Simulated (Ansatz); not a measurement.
**CH4O (methanol): MP2/def2-TZVP**

Aim: the energy change on altering one bond length of CH4O (methanol) at MP2/def2-TZVP, from 2 runs. 

The calculation is run with Ansatz 0.2.0.

55 further runs of the same task are left out: 55 set aside as unsound or not needed.

## (1) The system as given

The species is CH4O (6 atoms), meant as a singlet with charge 0. SMILES: `CO`. The shape is that of a PBE0-D4/def2-TZVP optimisation.

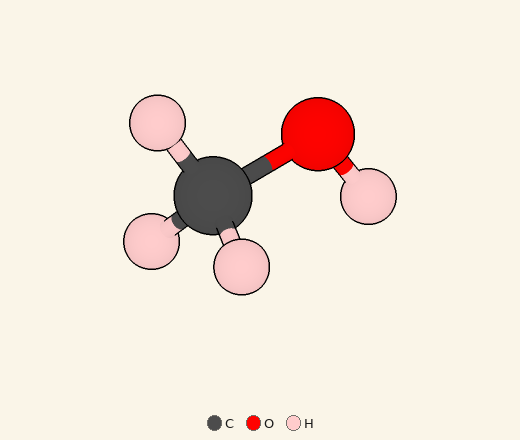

The structure, seen from a chosen angle (carbon dark grey, oxygen red, hydrogen pink).

## (2) The energy at MP2/def2-TZVP

Input file molecule.yaml:

```yaml
basis:
  gaussian:
    orbitals: def2-TZVP
crystal:
  periodic: [false, false, false]
  atoms:
    - {symbol: C, position_ang: [-0.088400, -0.207400, -0.275700]}
    - {symbol: O, position_ang: [-0.165000, 0.316500, 1.030100]}
    - {symbol: H, position_ang: [-0.864700, -0.968400, -0.360900]}
    - {symbol: H, position_ang: [0.878800, -0.683600, -0.479200]}
    - {symbol: H, position_ang: [-0.272700, 0.554400, -1.043400]}
    - {symbol: H, position_ang: [0.512100, 0.988500, 1.129100]}
correlation:
  method: mp2
  frozen_orbitals: {C: 1, H: 0, O: 1}
accuracy: high
```

Launch:

```sh
$ ansatz run molecule.yaml --threads 1 --pin off --max-ram 3480MiB --events-out events.jsonl --progress --plain --runs-dir runs
```

What it wrote:

```text
Warning: RAYON_NUM_THREADS=1 ignored (pool sized by the plan → 1); use --threads N
Functional definition: HF
  name "HF"
  exchange = exact_x
  correlation = 0
1577 factors; integrals over basis functions are off by at most 3.8e-9 eV
mean field evaluation 1: about -3130.0738 eV, gradient 3.0e1 eV
mean field evaluation 2: about -3130.0749 eV, gradient 3.0e1 eV
mean field evaluation 4: about -3131.8035 eV, gradient 2.6e0 eV
mean field evaluation 8: about -3131.8233 eV, gradient 8.6e-5 eV
mean field -3131.82333559 eV, -115.0923847567 hartree, gradient 6.9e-9 eV, S^2 0.000000; 0 other end points of the search recorded, 0 dependent functions left out
2 core orbitals not correlated: weight in the atoms' cores, before any rotation towards them, 1.000 or more for the frozen orbitals, at most 0.000 for the correlated occupied ones
reference -3131.82333559 eV, -115.0923847567 hartree; 7, 7 occupied and 77, 77 virtual orbitals, 1577 factors
second order -11.29705906 eV of doubles, -0.00000000 eV of singles
Total energy: -3143.12039464 eV, -115.5075440196 hartree
```

It took 1.2 s on 1 thread of Arm Neoverse V2, shared host; peak memory 0.16 GiB.

## (3) The distorted shape

Input file run.yaml:

```yaml
basis:
  gaussian: {orbitals: def2-TZVP}
crystal:
  periodic: [false, false, false]
  atoms:
    - {symbol: C, position_ang: [-0.291520, -0.408990, -0.305399]}
    - {symbol: O, position_ang: [-0.368120, 0.114910, 1.000401]}
    - {symbol: H, position_ang: [-1.067820, -1.169990, -0.390599]}
    - {symbol: H, position_ang: [0.675680, -0.885190, -0.508899]}
    - {symbol: H, position_ang: [-0.475820, 0.352810, -1.073099]}
    - {symbol: H, position_ang: [0.512100, 0.988500, 1.129100]}
correlation: {method: mp2, frozen_orbitals: {C: 1, H: 0, O: 1}}
accuracy: high
```

Launch:

```sh
$ ansatz run run.yaml --threads 1 --pin off --max-ram 3480MiB --events-out events.jsonl --progress --plain --runs-dir runs
```

What it wrote:

```text
Warning: RAYON_NUM_THREADS=1 ignored (pool sized by the plan → 1); use --threads N
Functional definition: HF
  name "HF"
  exchange = exact_x
  correlation = 0
1583 factors; integrals over basis functions are off by at most 3.9e-9 eV
mean field evaluation 1: about -3128.2165 eV, gradient 3.0e1 eV
mean field evaluation 2: about -3128.2179 eV, gradient 3.0e1 eV
mean field evaluation 4: about -3130.2800 eV, gradient 2.9e0 eV
mean field evaluation 8: about -3130.3163 eV, gradient 5.9e-4 eV
mean field -3130.31628434 eV, -115.0370016449 hartree, gradient 1.2e-8 eV, S^2 0.000000; 0 other end points of the search recorded, 0 dependent functions left out
2 core orbitals not correlated: weight in the atoms' cores, before any rotation towards them, 1.000 or more for the frozen orbitals, at most 0.000 for the correlated occupied ones
reference -3130.31628434 eV, -115.0370016449 hartree; 7, 7 occupied and 77, 77 virtual orbitals, 1583 factors
second order -11.64410650 eV of doubles, -0.00000000 eV of singles
Total energy: -3141.96039084 eV, -115.4649146662 hartree
```

Wall time 1.2 s (1 thread of Arm Neoverse V2, shared host); peak memory 0.16 GiB.

## (4) Outcome

At MP2/def2-TZVP, 2 core orbitals frozen:

```
                                                         quantity          value
                                        first shape: total energy  -115.50754 Eh
         first shape: correlation energy (2 core orbitals frozen)     -415.2 mEh
                                    distorted shape: total energy  -115.46491 Eh
     distorted shape: correlation energy (2 core orbitals frozen)     -427.9 mEh
energy change with the O2–H6 bond stretched from 0.959 to 1.247 Å       1.160 eV
```

What this shows: With the O2–H6 bond stretched from 0.959 to 1.247 Å the energy rises by 1.16 eV (27 kcal/mol). The first shape isn't relaxed at this level, so the change isn't measured from a minimum.
